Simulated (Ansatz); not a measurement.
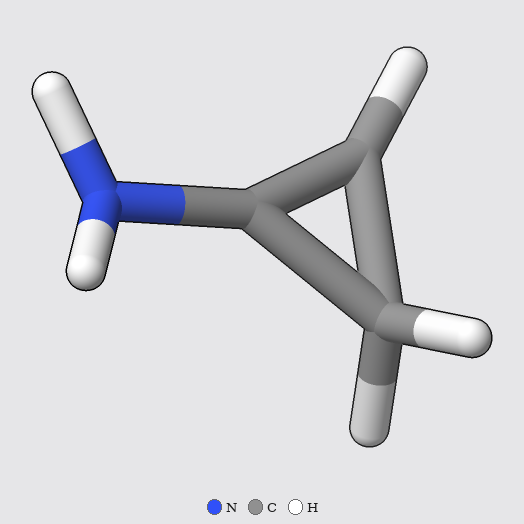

Rendered structure (stick style). Every bond is drawn as one stick, whatever its order.

Computed geometry: PBE0-D4/def2-TZVP optimisation.

Description:

The molecule is C3H5N. SMILES: `NC1=CC1`. Independent rings (smallest set): 1 of 3 members. Among its groups: alkene.

The parts below concern this one geometry. Atoms keep their numbers from picture to picture.

**Shape**

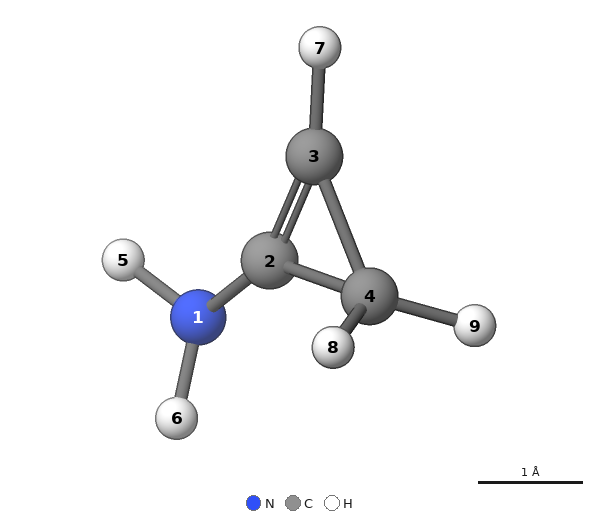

Numbered structure.

> What is the dihedral angle N1–C2–C3–C4?

173° in size, that is anti.

**Vibrations**

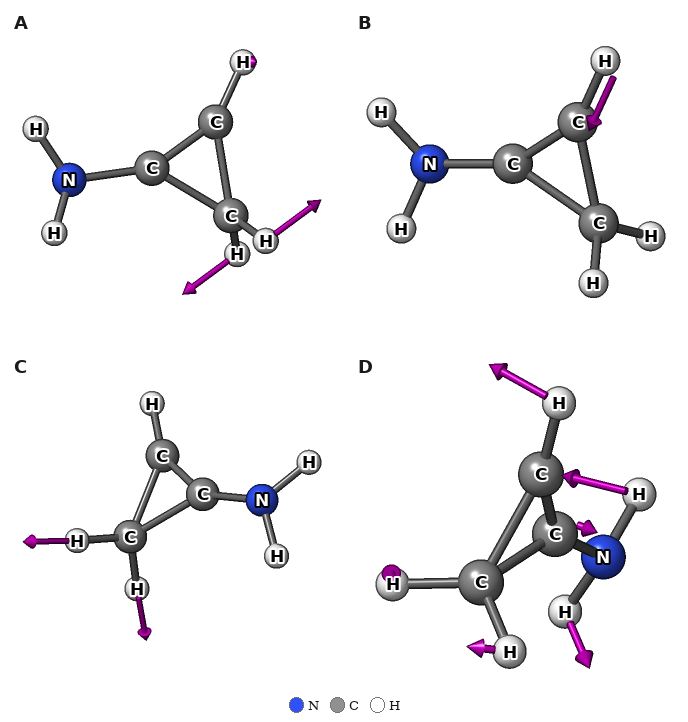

4 normal modes of one molecule or complex, as arrows. Harmonic vibrations computed with RKS PBE0-D4/def2-TZVP (Ansatz 0.2.0) at a stationary point of the same level.

> Match the panels to the wavenumbers 303 cm⁻¹, 1017 cm⁻¹, 3019 cm⁻¹, 3320 cm⁻¹.

A: 1017 cm⁻¹, C–C–H bending
B: 3320 cm⁻¹, C–H stretching
C: 3019 cm⁻¹, in-phase stretching of 2 C–H bonds
D: 303 cm⁻¹, a torsion or out-of-plane motion in which bond lengths and bond angles hardly change

**Dipole moment**

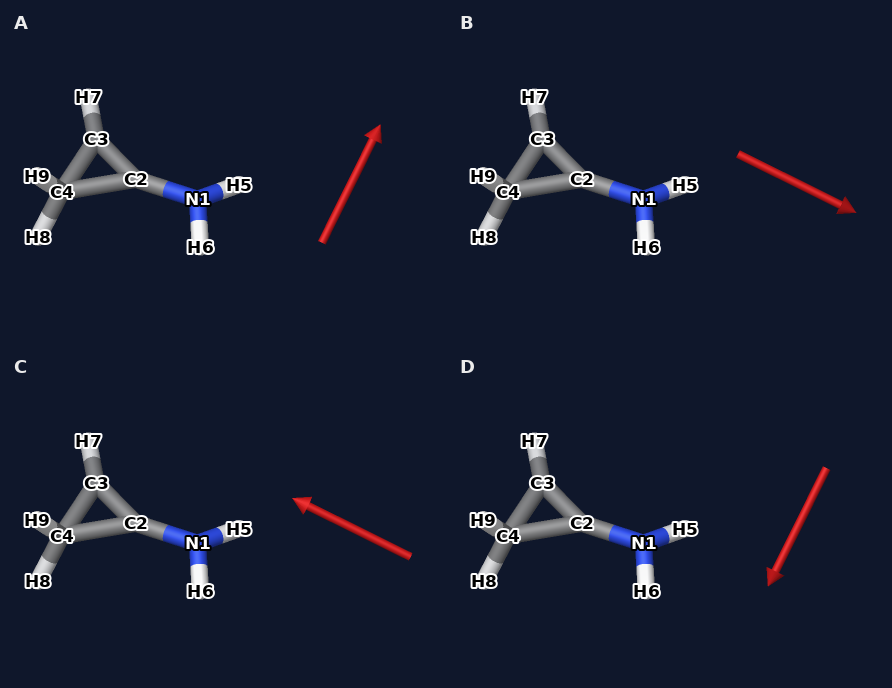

The same molecule four times, each with an arrow. Level of theory: RKS B3LYP-D4/def2-TZVPP (Ansatz 0.2.0).

> Which arrow points along the dipole moment, from the negative to the positive end?

B. The dipole moment is 2.05 D; it points from the side of H9 to the side of H5 (the outermost atoms at the two ends).

**Thermal motion**

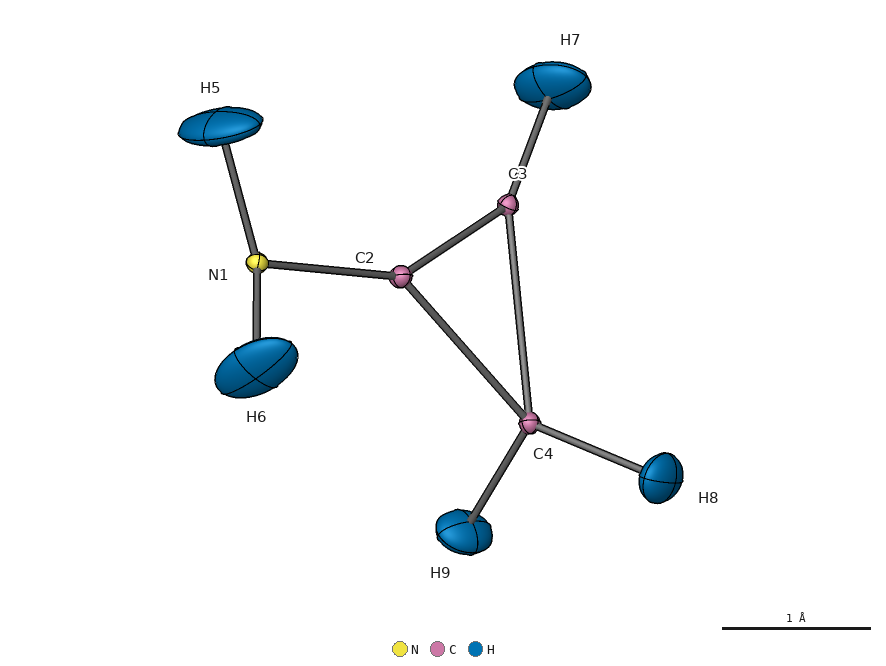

Displacement ellipsoids at the 50 % level, from the internal vibrations of the free molecule (harmonic, no overall translation or rotation; no half-axis is drawn under 0.075 Å). Vibrations computed with RKS PBE0-D4/def2-TZVP (Ansatz 0.2.0). Temperature: 298 K.

> Which atom moves most?

H6, with U_eq = 0.0233 Å².

> Does H6 move more along its bond or across it?

Across it: the root-mean-square amplitude is 0.070 Å along the bond and up to 0.216 Å across, since bending and torsion are softer than stretching.

Give the displacement parameters, one line for each set of equivalent atoms.

```csv
atom,U_eq (Å²),rms amplitudes (Å)
N1,0.00092,"0.026, 0.031, 0.034"
C2,0.0019,"0.026, 0.043, 0.057"
C3,0.00098,"0.029, 0.030, 0.035"
C4,0.0010,"0.023, 0.028, 0.041"
H5,0.0229,"0.072, 0.134, 0.214"
H6,0.0233,"0.070, 0.135, 0.216"
H7,0.0204,"0.076, 0.138, 0.191"
H8,0.0129,"0.076, 0.113, 0.142"
H9,0.0130,"0.075, 0.114, 0.142"
```
